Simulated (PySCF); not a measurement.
**HfH2Cl2O2 (SMILES Cl[Hf](Cl)(O)O): levels of theory compared**

We compute a comparison of 6 runs (B2PLYP/def2-SVP, B3LYP/def2-SVP, BHLYP/def2-SVP, wB97M-V/def2-SVP, wB97X/def2-SVP, SCS-MP2/def2-SVP) of HfH2Cl2O2. The job is set up through a Python script.

The results are computed with PySCF 2.14.0.

2 further runs of the same task are left out: 2 set aside as unsound or not needed. Runs told in other sessions of the task aren't counted.

## 1. The structure to begin with

The species is HfH2Cl2O2 (7 atoms), meant as a singlet with charge 0. As SMILES, `Cl[Hf](Cl)(O)O`. The Cl1–Hf2 distance was set to 4.243 Å, away from the relaxed value. At this shape a bond of the SMILES string is far longer than usual.

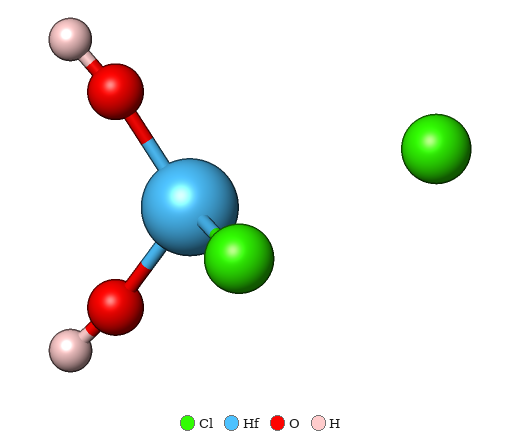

Viewed from a chosen angle; chlorine green, hafnium blue, oxygen red, hydrogen pink.

## 2. The energy at B2PLYP/def2-SVP (core potential) (run 1)

File run.py:

```python
from pyscf import gto, dft, mp

mol = gto.Mole()
mol.atom = '''
Cl      -2.700443      -3.591975       0.024018
Hf       0.098690      -0.403750      -0.023700
Cl       2.292700      -1.246870      -0.201240
O       -0.257230       0.704790      -1.520890
O       -0.055410       0.574120       1.593960
H       -0.457210       1.368980      -2.172410
H       -0.165190       1.177700       2.321450
'''
mol.basis = 'def2-svp'
mol.max_memory = 1860
mol.ecp = {'Hf': 'def2-svp'}
mol.verbose = 3
mol.build()

mf = dft.RKS(mol, xc='0.53*HF + 0.47*B88, 0.73*LYP')
mf.grids.level = 5
mf.conv_tol = 1e-10
mf.kernel()
if not mf.converged:
    mf = mf.newton().run(mf.mo_coeff, mf.mo_occ)

pt = mp.MP2(mf, frozen=12).run()
etot = mf.e_tot + 0.27 * pt.e_corr
print('PT2 part  %.8f' % (0.27 * pt.e_corr))
print('E(%s) = %.9f' % ('B2PLYP', etot))
```

Started as:

```console
$ OMP_NUM_THREADS=1 python run.py
```

The log of the run:

```text
converged SCF energy = -1118.96674389158
E(RMP2) = -1120.03232760339  E_corr = -1.0655837118078
E(SCS-RMP2) = -1119.98526009908  E_corr = -1.01851620750044
PT2 part  -0.28770760
E(B2PLYP) = -1119.254451494
```

It took 34 s on 1 thread of Arm Neoverse V1, shared host; peak memory 0.57 GiB.

## 3. The energy at B3LYP/def2-SVP (core potential) (run 2)

File run.py:

```python
from pyscf import gto, dft

molecule = gto.Mole()
molecule.atom = [
    ('Cl', (-2.700443, -3.591975, 0.024018)),
    ('Hf', (0.098690, -0.403750, -0.023700)),
    ('Cl', (2.292700, -1.246870, -0.201240)),
    ('O', (-0.257230, 0.704790, -1.520890)),
    ('O', (-0.055410, 0.574120, 1.593960)),
    ('H', (-0.457210, 1.368980, -2.172410)),
    ('H', (-0.165190, 1.177700, 2.321450)),
]
molecule.verbose = 4
molecule.ecp = {'Hf': 'def2-svp'}
molecule.max_memory = 1860
molecule.charge = 0
molecule.basis = 'def2-svp'
molecule.build()

myscf = dft.RKS(molecule)
myscf.xc = 'b3lyp'
myscf.conv_tol = 1e-10
myscf.grids.level = 5
myscf.kernel()
if not myscf.converged:
    myscf = myscf.newton().run(myscf.mo_coeff, myscf.mo_occ)

e_tot = myscf.e_tot
print('E(%s) = %.9f' % ('B3LYP', e_tot))
```

Started as:

```console
$ OMP_NUM_THREADS=1 python run.py
```

The log of the run:

```text
PySCF version 2.14.0

[... 85 lines left out ...]
converged SCF energy = -1119.86090123473
E(B3LYP) = -1119.860901235
```

Wall time 36 s (1 thread of Arm Neoverse V1, shared host); peak memory 0.57 GiB.

Runs 3 to 5 aren't shown in full; the table further down has their settings and results.

## 4. The energy at SCS-MP2/def2-SVP (core potential) (run 6)

File job.py:

```python
from pyscf import gto, mp

system = gto.M(
    atom='''
Cl    -5.103098    -6.787849     0.045387
Hf     0.186497    -0.762977    -0.044787
Cl     4.332575    -2.356243    -0.380288
O     -0.486094     1.331860    -2.874066
O     -0.104710     1.084930     3.012148
H     -0.864002     2.586997    -4.105260
H     -0.312164     2.225530     4.386905
''',
    unit='bohr',
    max_memory=1860,
    basis='def2-svp',
    ecp={'Hf': 'def2-svp'},
    verbose=4,
)

calc0 = system.RHF()
calc0.conv_tol = 1e-10
calc0.kernel()
if not calc0.converged:
    calc0 = calc0.newton().run(calc0.mo_coeff, calc0.mo_occ)

pt = mp.MP2(calc0, frozen=12).run()
e_tot = calc0.e_tot + 1.2 * pt.e_corr_os + pt.e_corr_ss / 3
print('E = %.10f Eh' % e_tot)
```

Started as:

```console
$ OMP_NUM_THREADS=1 python job.py
```

The log of the run:

```text
PySCF version 2.14.0

[... 65 lines left out ...]
converged SCF energy = -1117.10623410276
[... 1 line left out ...]
******** <class 'pyscf.mp.mp2.RMP2'> ********
nocc = 20, nmo = 94
frozen orbitals 12
E(RMP2) = -1117.95777716051  E_corr = -0.8515430577496
E(SCS-RMP2) = -1117.92064281815  E_corr = -0.814408715389202
E_corr(same-spin) = -0.239357254511906
E_corr(oppo-spin) = -0.612185803237695
E = -1117.9206428181 Eh
```

Run time: 3.6 s. Hardware: 1 thread of Arm Neoverse V1, shared host; peak memory 0.32 GiB.

## 5. All runs side by side

```csv
run,level,frozen core orbitals,nlc grid,energy (Eh),dipole moment (D) of the reference,HOMO energy (eV),LUMO energy (eV),wall time
1,B2PLYP/def2-SVP (core potential),12,–,-1119.254451,11.58,-6.62,-2.69,34 s
2,B3LYP/def2-SVP (core potential),–,–,-1119.860901,10.37,-5.45,-3.73,36 s
3,BHLYP/def2-SVP (core potential),–,–,-1119.625398,11.49,-6.70,-2.99,33 s
4,wB97M-V/def2-SVP (core potential),–,1,-1119.636038,11.80,-7.59,-1.87,3 min
5,wB97X/def2-SVP (core potential),–,–,-1119.778070,12.00,-7.76,-1.95,50 s
6,SCS-MP2/def2-SVP (core potential),12,–,-1117.920643,13.14,-8.01,-0.96,3.6 s
```

## 6. What came out

```
                                           quantity           value
                                run 6: total energy  -1117.92064 Eh
        run 6: dipole moment (Hartree–Fock density)         13.14 D
         run 6: HOMO energy (Hartree–Fock orbitals)        -8.01 eV
         run 6: LUMO energy (Hartree–Fock orbitals)        -0.96 eV
       run 6: HOMO–LUMO gap (Hartree–Fock orbitals)         7.05 eV
run 6: correlation energy (12 core orbitals frozen)      -814.4 mEh
```

Over runs 1, 2, 3, 4, 5 the dipole moment (its size) runs from 10.37 D (B3LYP/def2-SVP) to 12.00 D (wB97X/def2-SVP). Over runs 1, 2, 3, 4, 5 the HOMO–LUMO gap runs from 1.71 eV (B3LYP/def2-SVP) to 5.82 eV (wB97X/def2-SVP). Totals of different functionals can't be ranked against each other. In all runs a closed-shell determinant meets a far-stretched bond; if it breaks into open shells, such a determinant describes it badly, and no broken-symmetry solution was shown. All runs together took 5.6 min, the longest 3 min.
